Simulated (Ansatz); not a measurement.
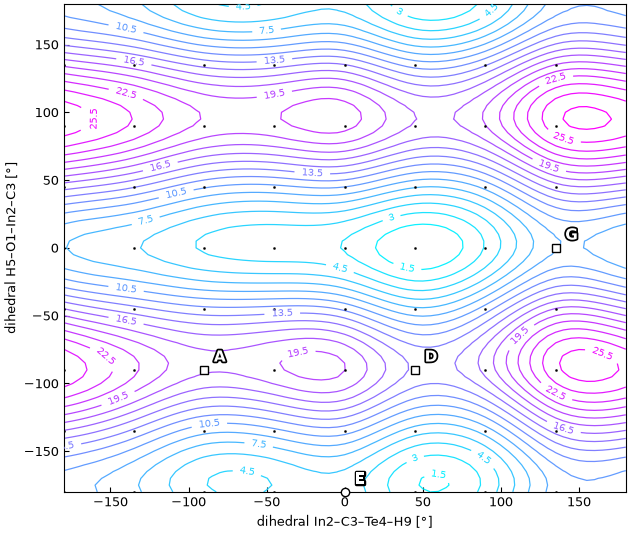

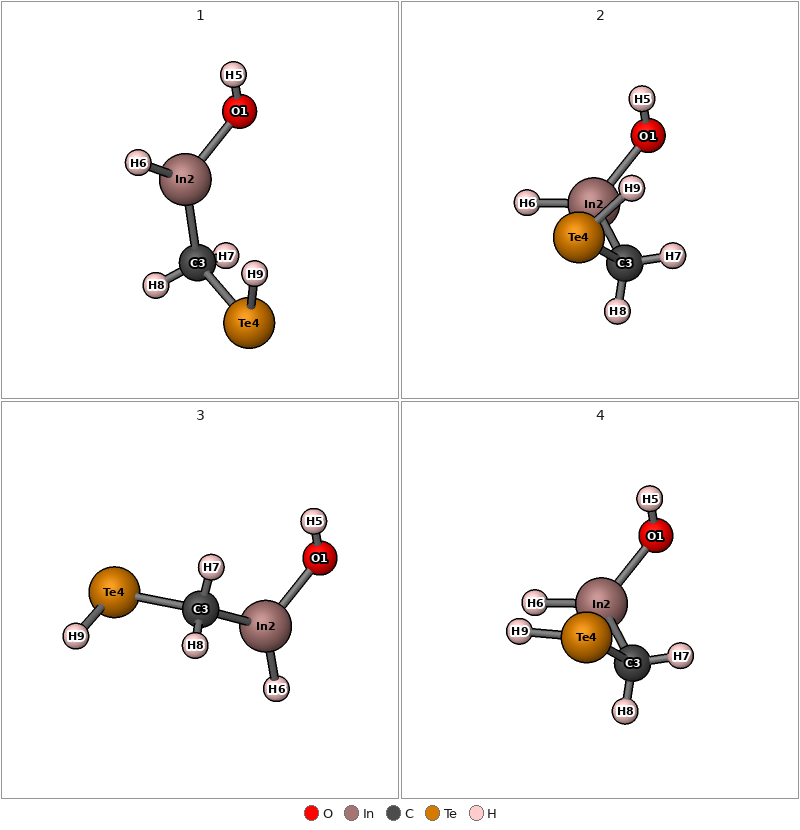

CH5InOTe, SMILES [OH][InH][CH2][TeH]. Coordinates scanned: (1) dihedral In2–C3–Te4–H9; (2) dihedral H5–O1–In2–C3. Nothing is relaxed (all other coordinates rigid). The scan uses an 8 × 8 grid. All energies are given in kJ/mol relative to the relaxed molecule at the same level. All numbers below come from Ansatz, RKS CAM-B3LYP-D4/def2-SVP.

Drawn: contour lines labelled in kJ/mol (none above 27), dots at the grid points, lettered points. Between grid points the surface is interpolated. The numbered pictures are the structures at these points, in random order.

**Which structure belongs to which point?**

A is structure 2: dihedral In2–C3–Te4–H9 = −90°, dihedral H5–O1–In2–C3 = −90°, 18.2 kJ/mol; D is structure 4: dihedral In2–C3–Te4–H9 = 45°, dihedral H5–O1–In2–C3 = −90°, 14.7 kJ/mol; E is structure 1: dihedral In2–C3–Te4–H9 = 0°, dihedral H5–O1–In2–C3 = −180°, 5.5 kJ/mol; G is structure 3: dihedral In2–C3–Te4–H9 = 135°, dihedral H5–O1–In2–C3 = 0°, 8.9 kJ/mol.
